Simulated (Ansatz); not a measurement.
## Nudged elastic band, with input and output: GeH3OF

GeH3OF, computed with RKS PBE-D4/def2-SVP (Ansatz 0.2.0).

The run did not end well. One setting was made poor on purpose. It belongs to a series of runs on one base structure; here: an input spoilt on purpose.

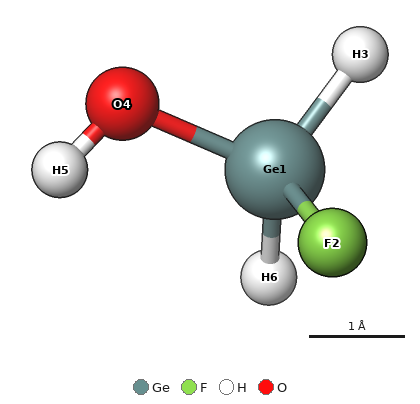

Figure 1. The input geometry (ball-and-stick view, seen at a tilt; atoms are numbered from 1 in the order of the input). Sticks mark near contacts. Bond lengths as drawn: F–Ge 1.76 Å, Ge–H 1.54 to 1.55 Å, Ge–O 1.78 Å and H–O 0.98 Å.

**Input file**
```yaml
crystal:
  periodic: [false, false, false]
  atoms:
    - { symbol: Ge, position_ang: [0.231621, -0.054881, 0.039369] }
    - { symbol: F, position_ang: [0.16109, 0.046982, 1.796597] }
    - { symbol: H, position_ang: [1.698791, 0.122093, -0.396175] }
    - { symbol: O, position_ang: [-0.627797, 1.355494, -0.63501] }
    - { symbol: H, position_ang: [-1.583601, 1.321276, -0.442419] }
    - { symbol: H, position_ang: [-0.459303, -1.397864, -0.316263] }
basis:
  gaussian: { orbitals: def2-SVP }
hamiltonian:
  xc: pbe
  dispersion: d4
neb:
  order_check: false
  images: 5
  f_tol: 0.05
  max_iterations: 8
  max_displacement: 0.5
  optimiser: lbfgs
  final_atoms:
    - { symbol: Ge, position_ang: [0.08330648, -0.24935681, -0.87814279] }
    - { symbol: F, position_ang: [1.10082825, 0.00411953, 1.38941578] }
    - { symbol: H, position_ang: [1.87182321, 0.32746476, 0.95785053] }
    - { symbol: O, position_ang: [-0.85398463, 1.30763976, -0.82642047] }
    - { symbol: H, position_ang: [-1.7194293, 1.19749398, -0.38938341] }
    - { symbol: H, position_ang: [4.93825699, 4.80573879, 5.79277935] }
  initial_path: idpp
```

Run on 1 thread of Arm Neoverse V2, 24 GiB of memory available, shared host.

Command:
```bash
ansatz run input.yaml --threads 1 --pin off --max-ram 2048MiB --backend cpu --events-out ev --progress --plain --runs-dir out
```

**Log**
```
Engine: ansatz 0.2.0, aarch64-unknown-linux-gnu
Functional definition: PBE
  parameter kappa = 0.804
  parameter beta = 0.06672455060314922
  exchange = pbe_x(kappa = kappa, mu = beta*pi^2/3)
  correlation = pbe_c(beta = beta)
816 factors; their error is unknown
mean field evaluation 1: about -61301.2395 eV, gradient 6.5e1 eV
mean field evaluation 2: about -61254.6523 eV, gradient 1.6e2 eV
mean field evaluation 4: about -61307.5480 eV, gradient 1.8e1 eV
mean field evaluation 8: about -61308.0525 eV, gradient 2.2e-1 eV
mean field evaluation 16: about -61308.0045 eV, gradient 6.3e-5 eV
mean field -61308.00446530 eV, -2253.0276080416 hartree, gradient 6.3e-5 eV, S^2 0.000000; 0 other end points of the search recorded, 0 dependent functions left out
the calculation of the forces begins
reference -61308.00449441 eV, -2253.0276091117 hartree; 26, 26 occupied and 49, 49 virtual orbitals, 816 factors
816 factors; their error is unknown
mean field evaluation 32: about -61302.3564 eV, gradient 5.0e-2 eV
mean field -61302.35642419 eV, -2252.8200463596 hartree, gradient 1.1e-5 eV, S^2 0.000000; 0 other end points of the search recorded, 0 dependent functions left out
[... from here on the field's lines of each further geometry are left out, up to the last ...]
WARN: NEB end point (image 6): max|allowed force component| = 4.606e-1 eV/Å (the criterion of neb.relax_end_points is 1.000e-2). That is over neb.f_tol: it is no minimum, so the barrier can be far off. Relax it first
NEB iter   1: max|band force component| = 3.942e0 eV/Å  barrier→ = 6.9892 eV  barrier← = 1.3300 eV  Δτ_max = 0.0602 Å  (573 SCF iters)
NEB iter   2: max|band force component| = 3.558e0 eV/Å  barrier→ = 6.8429 eV  barrier← = 1.1837 eV  Δτ_max = 0.5000 Å  (322 SCF iters)
NEB iter   3: max|band force component| = 4.059e3 eV/Å  barrier→ = 411.4370 eV  barrier← = 405.7778 eV  Δτ_max = 0.4987 Å  (365 SCF iters)
NEB iter   4: max|band force component| = 3.543e0 eV/Å  barrier→ = 6.8376 eV  barrier← = 1.1784 eV  Δτ_max = 0.0022 Å  (384 SCF iters)
NEB iter   5: max|band force component| = 3.529e0 eV/Å  barrier→ = 6.8322 eV  barrier← = 1.1731 eV  Δτ_max = 0.5000 Å  (228 SCF iters)
NEB iter   6: max|band force component| = 8.466e1 eV/Å  barrier→ = 15.8809 eV  barrier← = 10.2217 eV  Δτ_max = 0.5000 Å  (348 SCF iters)
the calculation of the forces begins
reference -61300.32225150 eV, -2252.7452918918 hartree; 26, 26 occupied and 49, 49 virtual orbitals, 816 factors
NEB iter   7: max|band force component| = 6.173e0 eV/Å  barrier→ = 7.6842 eV  barrier← = 2.0250 eV  Δτ_max = 0.0345 Å  (335 SCF iters)
```

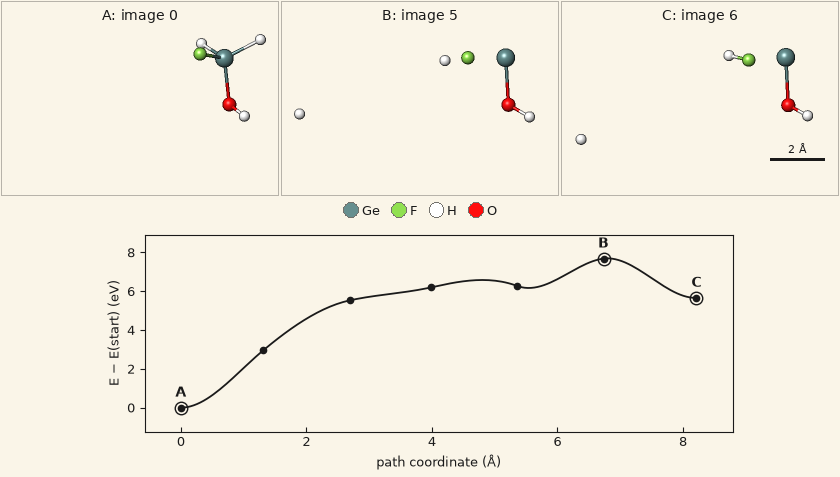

Figure 2. Images of the last band (counted from 0; ball-and-stick, seen at a tilt) above the energy along the path; the line is a cubic interpolation that uses the forces. The highest image is number 5, 7.684 eV above the start and 2.025 eV above the end; the end lies 5.659 eV above the start. The path is 8.21 Å long. The band had not converged after 7 iterations. The end points carry forces over 0.1 eV/Å, so they aren't fully relaxed minima and the barriers are approximate.

```
these checks for a lower state are left out or cut short: starts, cluster_reference, orbital_swaps, neighbouring_geometries, increment
816 factors; their error is unknown
mean field -61305.08756236 eV, -2252.9204138359 hartree, gradient 1.8e-5 eV, S^2 0.000000; 0 other end points of the search recorded, 0 dependent functions left out
the calculation of the forces begins
reference -61305.08759362 eV, -2252.9204149847 hartree; 26, 26 occupied and 49, 49 virtual orbitals, 816 factors
these checks for a lower state are left out or cut short: starts, cluster_reference, orbital_swaps, neighbouring_geometries, increment
816 factors; their error is unknown
Unfinished report: {"positions_ang":[[-2.0986143736266034,-0.49461005275038944,0.17444598649953014],[-0.10075424684154788,-0.26835729222849924,1.7597556878294078],[0.3173610265286052,-0.7258746962723303,0.31149633586904707],[-2.003379885590628,1.116457139022625,-0.6021623205585246],[-2.5526529023130617,1.8368615455445354,-0.18488918538553792],[5.858841381843236,-0.07137664331594218,-1.4125475042539237]],"unchecked":["starts","cluster_reference","orbital_swaps","neighbouring_geometries","increment"],"mean_field":{"relativity":"none","state":{"energy":{"ev":-61300.322251498095,"hartree":-2252.745291891776},"converged":true,"gradient_ev":0.000013146765111847887,"stability":{"kind":"minimum","curvature_ev":18.582790367710576},"curvature_floor_ev":0.00030000000000000003,"spin_squared":-3.907985046680551e-14},"others":[{"energy":{"ev":-61300.31520359039,"hartree":-2252.745032885945},"converged":true,"gradient_ev":0.000013194661510370184,"stability":{"kind":"minimum","curvature_ev":23.07395076707804},"curvature_floor_ev":0.00030000000000000003,"spin_squared":-8.171241461241152e-14}],"fillings":{"estimated":0,"unestimated":0,"tried":0,"untried":0,"excluded_magnetic_sites":0},"n_dropped_functions":0,"n_trapped_functions":0,"passes":{"evaluations":16,"products":93},"factors":{"origin":"density fitting in generated functions","count":816,"bound_ev":null},"gradient_stop_ev":0.00009,"reference_kind":"stationary","functional":{"name":"PBE","citations":["Perdew, Burke & Ernzerhof, Phys. Rev. Lett. 77, 3865 (1996) doi:10.1103/PhysRevLett.77.3865"],"text":"name \"PBE\"\ncite \"Perdew, Burke & Ernzerhof, Phys. Rev. Lett. 77, 3865 (1996) doi:10.1103/PhysRevLett.77.3865\"\nparent pbe\nparameter kappa = 0.804\nparameter beta = 0.06672455060314922\nexchange = pbe_x(kappa = kappa, mu = beta*pi^2/3)\ncorrelation = pbe_c(beta = beta)\n","parameters":{"beta":{"value":0.06672455060314922,"default":0.06672455060314922},"kappa":{"value":0.804,"default":0.804}},"final_grid":{"core_spheres":13.0,"valence_spheres":11.0,"degree":36.0},"final_grid_parameter_source":"default","radial_points_factor":1.0,"radial_grid_error_ev":3.125828648923977e-7,"grid_sensitivity":"normal","grid_sensitivity_ratio":0.001870803151768979},"unsmoothed_excess_ev":-0.000044873657923108486,"symmetry":{"irreps":["A"],"axes":[[0.275444305926314,-0.061345859097365014,0.9593576600540474],[-0.9187552727137361,0.27686060210135716,0.2814905964056033],[-0.28287662185744405,-0.9589498905446937,0.019897844879291686]],"occupied":[{"A":26},{"A":26}]},"density_repulsion":{"missed_ev":0.000029535646700820435,"excess_ev":0.000029535646700820435,"most_excess_ev":0.000676,"are_drawn_again":false,"n_first_factors":816,"energy_change_ev":0.0,"n_dropped_ends":0},"direct_passes":"host"},"factors":{"origin":"density fitting in generated functions","count":816,"bound_ev":null},"n_frozen":0,"n_occupied":[26,26],"n_virtual":[49,49],"reference":{"ev":-61300.322251498095,"hartree":-2252.745291891776},"dispersion":{"energy":{"ev":-0.07389970308843129,"hartree":-0.0027157639974820075},"switches_in_reach":[]},"total":{"ev":-61300.39615120118,"hartree":-2252.7480076557736},"forces_ev_per_angstrom":[[1.7914208261140745,0.10627811827321668,0.5907409938811049],[-0.2267497854616427,-0.7287961053406753,-2.745632239532911],[-1.4632050058614732,0.6808028940509834,2.047098693397403],[-0.5586046984303183,0.49236727701514266,0.5552966013582664],[0.46671232801743495,-0.5489321158207554,-0.4480847577634779],[-0.009573664364690763,-0.001720068172691579,0.0005807086517248353]],"charge_distribution":{"dipole_moment_e_ang":[-1.5183872603167599,0.03533017945069812,-0.044248174038431794],"mulliken_charges_e":[0.46567498087015124,-0.32544343108281915,0.13829884128490366,-0.3656307061679964,0.21089423807093788,-0.12379392297525049],"lowdin_charges_e":[0.16364121363127282,-0.24066560839322193,0.12677000002182215,0.05074398636811761,0.023314959615573727,-0.12380455124363055]},"n_threads":1,"memory_gib":1.7045454550534487,"seconds":{"hamiltonian":2.877637216,"orbitals":0.0,"second_order":0.0,"solver_start":0.0,"cycles":0.0,"cycle":0.0,"perturbative":0.0,"full_ci_increment":0.0,"forces":0.0}}
this run last wrote the band of iteration 7 to [file]
Error: SIGTERM received: run cancelled behind 566 evaluations of the mean field
```

**The last band as extended XYZ (Å, eV, eV/Å)**
```
6
Properties=species:S:1:pos:R:3:forces:R:3 image=0 energy=-61308.08033
Ge    0.2316   -0.0549    0.0394    0.0068  -0.0089   0.0166
F     0.1611    0.0470    1.7966   -0.0043   0.0049  -0.0201
H     1.6988    0.1221   -0.3962    0.0035  -0.0002  -0.0014
O    -0.6278    1.3555   -0.6350   -0.0105  -0.0012   0.0064
H    -1.5836    1.3213   -0.4424    0.0082  -0.0045  -0.0003
H    -0.4593   -1.3979   -0.3163   -0.0037   0.0100  -0.0013
6
Properties=species:S:1:pos:R:3:forces:R:3 image=1 energy=-61305.12058
Ge    0.0964   -0.0104    0.0888   -1.8951  -0.9830   0.5520
F     0.3127    0.3044    1.8354   -0.6349  -0.5725  -0.3223
H     1.4934    0.0206   -0.2264    2.3287   0.2161  -1.0505
O    -0.6816    1.4887   -0.4801    1.0636  -0.5424  -0.7430
H    -1.5185    1.8730   -0.2220   -0.8181  -0.1113   0.4831
H    -0.2816   -2.2832   -0.9497   -0.0443   1.9931   1.0808
6
Properties=species:S:1:pos:R:3:forces:R:3 image=2 energy=-61302.55077
Ge   -0.0929    0.1778    0.3856   -6.0498   1.1441  -0.8881
F     0.2297    0.3964    2.0266   -0.0788   0.4153   2.6023
H     1.1503   -0.1182    0.0277    5.5596  -0.9327  -2.2281
O    -0.7596    1.6870   -0.3656    0.9074  -0.5437  -0.1618
H    -1.5622    2.1979   -0.1662   -0.1358  -0.3837   0.4056
H     0.4555   -2.9476   -1.8619   -0.2026   0.3006   0.2700
6
Properties=species:S:1:pos:R:3:forces:R:3 image=3 energy=-61301.87776
Ge   -0.7751    0.0942    0.5232   -1.6911  -0.0197  -2.3942
F     0.1655    0.3337    1.9329    0.6589   1.2373   4.0447
H     0.7448   -0.2131    0.4303    0.9370  -0.9725  -1.9864
O    -1.0395    1.6858   -0.3060   -0.1324   0.0547   0.1465
H    -1.8342    2.2528   -0.1916    0.2573  -0.3776   0.1127
H     2.1593   -2.7604   -2.3427   -0.0297   0.0777   0.0768
6
Properties=species:S:1:pos:R:3:forces:R:3 image=4 energy=-61301.80524
Ge   -1.4776   -0.1184    0.4465   -3.0773  -0.3632  -1.7060
F     0.0763    0.0234    1.6618    1.4723   0.9775   2.5358
H     0.3300   -0.3239    0.7962    1.4571  -0.7430  -0.9979
O    -1.5047    1.4631   -0.3985   -0.2254   0.5929   0.1687
H    -2.1985    2.1417   -0.2023    0.4244  -0.4803  -0.0350
H     4.1953   -1.7928   -2.2577   -0.0512   0.0162   0.0343
6
Properties=species:S:1:pos:R:3:forces:R:3 image=5 energy=-61300.39611
Ge   -2.0986   -0.4946    0.1744    1.7914   0.1063   0.5907
F    -0.1008   -0.2684    1.7598   -0.2268  -0.7288  -2.7456
H     0.3174   -0.7259    0.3115   -1.4632   0.6808   2.0471
O    -2.0034    1.1165   -0.6022   -0.5586   0.4924   0.5553
H    -2.5527    1.8369   -0.1849    0.4667  -0.5489  -0.4481
H     5.8588   -0.0714   -1.4125   -0.0096  -0.0017   0.0006
6
Properties=species:S:1:pos:R:3:forces:R:3 image=6 energy=-61302.42113
Ge   -0.7299    2.6390    0.4875   -0.2737  -0.2535   0.1088
F     0.4441    0.9514   -0.9321   -0.1107   0.1279   0.0322
H     1.0551    0.8475   -0.2242    0.1251  -0.1248   0.0411
O    -2.0147    1.5015    1.0883    0.4606   0.2903  -0.1849
H    -2.7692    1.4461    0.4720   -0.1982  -0.0506   0.0014
H     3.4354   -5.9924   -0.8455   -0.0031   0.0106   0.0014
```

**Outcome**

- outcome: stopped at the time limit
- barrier, forward (band not converged): 7.684 eV
- barrier, backward: 2.025 eV
- wall time: 90 s
- peak memory: 0.13 GiB

**What went wrong**

The run was cut off by its time limit, so the output is incomplete. A deliberately poor setting: bad input.
